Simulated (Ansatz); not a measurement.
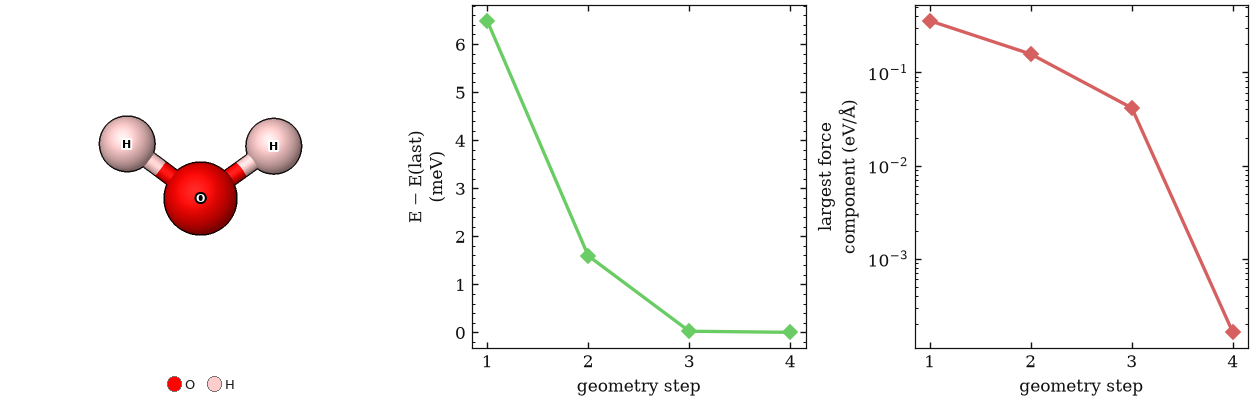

Beside the plot: the molecule at the start.

History of a geometry optimisation.

- system: H2O
- method: RKS PBE0-D4/def2-TZVP in Ansatz

> How did the optimisation end?

The optimisation met its thresholds at geometry 4, counting the start as the first. The energy fell by about 6.5 meV from the first step to the last. The largest force component goes from about 0.36 eV/Å at the start to 1.6 × 10⁻⁴ eV/Å at the end.
